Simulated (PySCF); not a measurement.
# C5H8O2SSi: the cost of one run

Programs: PySCF 2.14.0, with routines of our own; each step states its level. All values are computed. Atoms count from 0.

## 1. The system as given

17 atoms, charge 0, multiplicity 1; geometry from: GFN2-xTB.

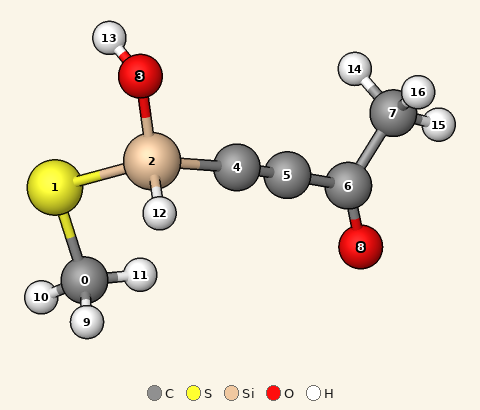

The starting geometry (carbon grey, sulfur yellow, silicon light orange, oxygen red, hydrogen white).

## 2. Magnetic properties: GIAO BHandHLYP/pcSseg-1

What the job is given:

```
{"job": {"kind": "mag", "xc": "BHandHLYP", "basis": "pcSseg-1", "isotopologues": 0}, "charge": 0, "multiplicity": 1}
C     -2.059631    -1.254118     1.758618
S     -2.754364    -1.136021     0.084198
Si    -1.965978     0.771517    -0.527307
O     -2.383949     1.034982    -2.065026
C     -0.129643     0.620138    -0.298024
C      1.041177     0.413337    -0.074710
C      2.434830     0.188772     0.213312
C      3.310846     0.252261    -1.011046
O      2.837023    -0.029043     1.330559
H     -2.490873    -0.480019     2.385591
H     -2.326457    -2.233007     2.143071
H     -0.980141    -1.149871     1.712985
H     -2.504041     1.879283     0.239407
H     -2.579168     0.325964    -2.672608
H      2.991908    -0.504891    -1.725371
H      4.348884     0.086520    -0.734641
H      3.202577     1.226227    -1.485091
```

Method: GIAO BHandHLYP/pcSseg-1 magnetisability, rotational g tensor and spin-rotation constants, non-relativistic, gas phase.

Started as:

```
$ OMP_NUM_THREADS=1 python excited_run.py task.json out
```

One launch serves the whole session: the jobs run in the order shown.

Q: Estimate the wall time and peak memory of this first job on 1 thread of Arm Neoverse N1, shared host.

About 78 s, with a peak of 0.92 GiB.
